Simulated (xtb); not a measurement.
## Energy and gradient calculation, with input and output: SiNH₄F

SiNH₄F, multiplicity 3, computed with GFN2-xTB (xtb 6.7.1).

The geometry is that of the parent species in another charge or spin state. The geometry comes from this level: PBE0-D4/def2-TZVP.

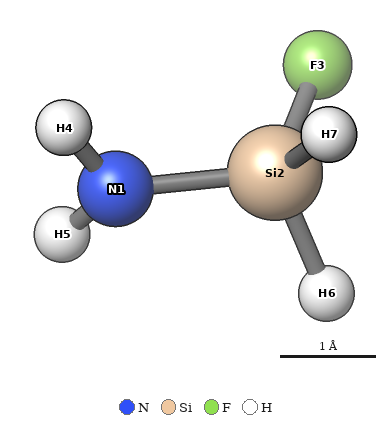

Fig. 1: The structure (ball-and-stick view, seen at a tilt; atoms are numbered from 1 in the order of the input).

Input file (input.xyz)
```
7
start
N     -0.76150000     0.33900000    -0.62520000
Si     0.53110000    -0.11570000     0.37340000
F      0.51510000    -1.65390000     0.82980000
H     -0.78660000     0.10510000    -1.60360000
H     -1.68220000     0.51350000    -0.25840000
H      0.45590000     0.67620000     1.62070000
H      1.78940000     0.06800000    -0.38230000
```

Run on 1 thread of Intel Xeon @ 2.50GHz (Skylake/Cascade Lake), 16 GiB of memory available, shared host.

Command:
```bash
xtb input.xyz --grad --gfn 2 -c 0 --uhf 2 --parallel 1 > out.txt 2> xtb.err
```

What the program printed
```
* xtb version 6.7.1
   ID    Z sym.   atoms
    1    7 N      1
    2   14 Si     2
    3    9 F      3
    4    1 H      4-7

           -------------------------------------------------
          |                Calculation Setup                |
           -------------------------------------------------

          program call               : xtb input.xyz --grad --gfn 2 -c 0 --uhf 2 --parallel 1
          coordinate file            : input.xyz
          omp threads                :                     1

           -------------------------------------------------
          |                 G F N 2 - x T B                 |
           -------------------------------------------------

      * Hamiltonian:
        H0-scaling (s, p, d)           1.850000    2.230000    2.230000
        zeta-weighting                 0.500000
      * Dispersion:
        s8                             2.700000
        a1                             0.520000
        a2                             5.000000
        s9                             5.000000
      * Repulsion:
        kExp                           1.500000    1.000000
        rExp                           1.000000
      * Coulomb:
        alpha                          2.000000
        third order                    shell-resolved
        anisotropic                    true
        a3                             3.000000
        a5                             4.000000
        cn-shift                       1.200000
        cn-exp                         4.000000
        max-rad                        5.000000

          ...................................................
          :                      SETUP                      :
          :.................................................:
          :  # basis functions                  22          :
          :  # atomic orbitals                  21          :
          :  # shells                           11          :
          :  # electrons                        20          :
          :  max. iterations                   250          :
          :  Hamiltonian                  GFN2-xTB          :
          :  restarted?                      false          :
          :  GBSA solvation                  false          :
          :  PC potential                    false          :
          :  electronic temp.          300.0000000     K    :
          :  accuracy                    1.0000000          :
          :  -> integral cutoff          0.2500000E+02      :
          :  -> integral neglect         0.1000000E-07      :
          :  -> SCF convergence          0.1000000E-05 Eh   :
          :  -> wf. convergence          0.1000000E-03 e    :
          :  Broyden damping             0.4000000          :
          :  net charge                          0          :
          :  unpaired electrons                  2          :
          ...................................................

 iter      E             dE          RMSdq      gap      omega  full diag
   1    -11.1534608 -0.111535E+02  0.992E+00    0.74       0.0  T
   2    -11.2406687 -0.872079E-01  0.616E+00    0.74       1.0  T
   3    -11.3165320 -0.758633E-01  0.395E+00    0.84       1.0  T
   4    -11.3098867  0.664531E-02  0.207E+00    0.94       1.0  T
   5    -11.2438320  0.660547E-01  0.441E+00    0.97       1.0  T
   6    -11.3234755 -0.796434E-01  0.147E+00    0.99       1.0  T
   7    -11.3340269 -0.105514E-01  0.321E-01    1.00       1.0  T
   8    -11.3330138  0.101304E-02  0.515E-01    1.01       1.0  T
   9    -11.3252946  0.771922E-02  0.128E+00    1.01       1.0  T
  10    -11.3227328  0.256186E-02  0.147E+00    1.01       1.0  T
  11    -11.3336062 -0.108734E-01  0.346E-01    1.01       1.0  T
  12    -11.3342771 -0.670955E-03  0.536E-02    1.00       1.0  T
  13    -11.3342928 -0.156560E-04  0.227E-02    1.00       1.7  T
  14    -11.3342950 -0.224392E-05  0.554E-03    1.00       6.8  T
  15    -11.3342951 -0.819029E-07  0.358E-03    1.00      10.6  T
  16    -11.3342951 -0.475575E-07  0.204E-03    1.00      18.5  T
  17    -11.3342952 -0.213480E-07  0.388E-04    1.00      97.4  T
  18    -11.3342952 -0.758616E-09  0.199E-05    1.00    1897.9  T

   *** convergence criteria satisfied after 18 iterations ***

         #    Occupation            Energy/Eh            Energy/eV
      -------------------------------------------------------------
         1        2.0000           -0.7965377             -21.6749
       ...           ...                  ...                  ...
         5        2.0000           -0.4804547             -13.0738
         6        2.0000           -0.4707303             -12.8092
         7        2.0000           -0.4704170             -12.8007
         8        2.0000           -0.4401350             -11.9767
         9        1.6879           -0.4089241             -11.1274
        10        1.3121           -0.4074228             -11.0865
        11        1.0000           -0.1401978              -3.8150 (HOMO)
        12                         -0.1032995              -2.8109 (LUMO)
        13                         -0.1027560              -2.7961
        14                          0.0252482               0.6870
        15                          0.0532042               1.4478
        16                          0.0793144               2.1583
       ...                                ...                  ...
        21                          0.9316066              25.3503
      -------------------------------------------------------------
                  HL-Gap            0.0368983 Eh            1.0041 eV
             Fermi-level           -0.2650673 Eh           -7.2128 eV

 transition dipole moment (au) for excitation:          10          11
     X       Y       Z
   0.3779  -0.1726  -0.5681  total (au/Debye):    0.704   1.789
 dE (eV)             :    7.272
 oscillator strength :  0.12480E+00

 SCC (total)                   0 d,  0 h,  0 min,  0.010 sec
 SCC setup                      ...        0 min,  0.000 sec (  0.988%)
 Dispersion                     ...        0 min,  0.000 sec (  0.343%)
 classical contributions        ...        0 min,  0.000 sec (  0.172%)
 integral evaluation            ...        0 min,  0.001 sec ( 10.307%)
 iterations                     ...        0 min,  0.005 sec ( 53.805%)
 molecular gradient             ...        0 min,  0.002 sec ( 19.071%)
 printout                       ...        0 min,  0.002 sec ( 15.109%)

         :::::::::::::::::::::::::::::::::::::::::::::::::::::
         ::                     SUMMARY                     ::
         :::::::::::::::::::::::::::::::::::::::::::::::::::::
         :: total energy             -11.247373627663 Eh    ::
         :: gradient norm              0.084007125258 Eh/a0 ::
         :: HOMO-LUMO gap              1.004053225159 eV    ::
         ::.................................................::
         :: SCC energy               -11.334294659583 Eh    ::
         :: -> isotropic ES            0.027974840217 Eh    ::
         :: -> anisotropic ES         -0.003668518962 Eh    ::
         :: -> anisotropic XC         -0.001103882751 Eh    ::
         :: -> dispersion             -0.002339496286 Eh    ::
         :: repulsion energy           0.086921031920 Eh    ::
         :: add. restraining           0.000000000000 Eh    ::
         :: total charge              -0.000000000034 e     ::
         :::::::::::::::::::::::::::::::::::::::::::::::::::::

           -------------------------------------------------
          |                Property Printout                |
           -------------------------------------------------

    * Orbital Energies and Occupations

         #    Occupation            Energy/Eh            Energy/eV
      -------------------------------------------------------------
         1        2.0000           -0.7965377             -21.6749
         2        2.0000           -0.6454275             -17.5630
         3        2.0000           -0.5826110             -15.8537
         4        2.0000           -0.5253359             -14.2951
         5        2.0000           -0.4804547             -13.0738
         6        2.0000           -0.4707303             -12.8092
         7        2.0000           -0.4704170             -12.8007
         8        2.0000           -0.4401350             -11.9767
         9        1.6879           -0.4089241             -11.1274
        10        1.3121           -0.4074228             -11.0865
        11        1.0000           -0.1401978              -3.8150 (HOMO)
        12                         -0.1032995              -2.8109 (LUMO)
        13                         -0.1027560              -2.7961
        14                          0.0252482               0.6870
        15                          0.0532042               1.4478
        16                          0.0793144               2.1583
        17                          0.2316205               6.3027
        18                          0.4357880              11.8584
        19                          0.6680629              18.1789
        20                          0.7201666              19.5967
        21                          0.9316066              25.3503
      -------------------------------------------------------------
                  HL-Gap            0.0368983 Eh            1.0041 eV
             Fermi-level           -0.2650673 Eh           -7.2128 eV

     #   Z          covCN         q      C6AA      α(0)
     1   7 N        2.542    -0.357    29.230     8.029
     2  14 Si       3.354     0.277   118.413    21.695
     3   9 F        0.705    -0.302    12.357     4.151
     4   1 H        0.861     0.138     1.486     1.909
     5   1 H        0.861     0.138     1.486     1.909
     6   1 H        0.914     0.053     2.286     2.365
     7   1 H        0.914     0.053     2.286     2.365

 Mol. C6AA /au·bohr⁶  :        617.602721
 Mol. C8AA /au·bohr⁸  :      22103.550219
 Mol. α(0) /au        :         42.422771

Wiberg/Mayer (AO) data.
largest (>0.10) Wiberg bond orders for each atom

 ---------------------------------------------------------------------------
     #   Z sym  total        # sym  WBO       # sym  WBO       # sym  WBO
 ---------------------------------------------------------------------------
     1   7 N    2.910 --     4 H    0.958     5 H    0.958     2 Si   0.889
     2  14 Si   3.284 --     3 F    1.006     1 N    0.889     7 H    0.678
                             6 H    0.678
     3   9 F    1.110 --     2 Si   1.006
     4   1 H    0.979 --     1 N    0.958
     5   1 H    0.979 --     1 N    0.958
     6   1 H    0.806 --     2 Si   0.678
     7   1 H    0.806 --     2 Si   0.678
 ---------------------------------------------------------------------------

Topologies differ in total number of bonds
Writing topology from bond orders to xtbtopo.mol

molecular dipole:
                 x           y           z       tot (Debye)
 q only:        0.079       0.890      -0.218
   full:       -0.752       0.766      -0.732       3.302
molecular quadrupole (traceless):
                xx          xy          yy          xz          yz          zz
 q only:        2.667       1.203      -4.020      -0.038       2.642       1.353
  q+dip:        2.674       1.202      -4.856      -1.225       3.461       2.182
   full:        2.371       0.574      -4.116      -0.342       2.409       1.745

           -------------------------------------------------
          | TOTAL ENERGY              -11.247373627663 Eh   |
          | GRADIENT NORM               0.084007125258 Eh/α |
          | HOMO-LUMO GAP               1.004053225159 eV   |
           -------------------------------------------------

------------------------------------------------------------------------
------------------------------------------------------------------------
 total:
 *  cpu-time:     0 d,  0 h,  0 min,  0.027 sec
 * ratio c/w:     1.000 speedup
 SCF:
 *  cpu-time:     0 d,  0 h,  0 min,  0.010 sec
 * ratio c/w:     1.000 speedup
```

Standard error
```
normal termination of xtb
```

Summary

| quantity | value |
| --- | --- |
| outcome | converged |
| electrons treated | 20 |
| total energy | −11.247374 hartree |
| dispersion energy | −0.002339 hartree |
| basis functions | 22 |
| largest force | 3.345 eV/Å |
| dipole moment | 3.30 D |
| peak memory | 0.067 GiB |
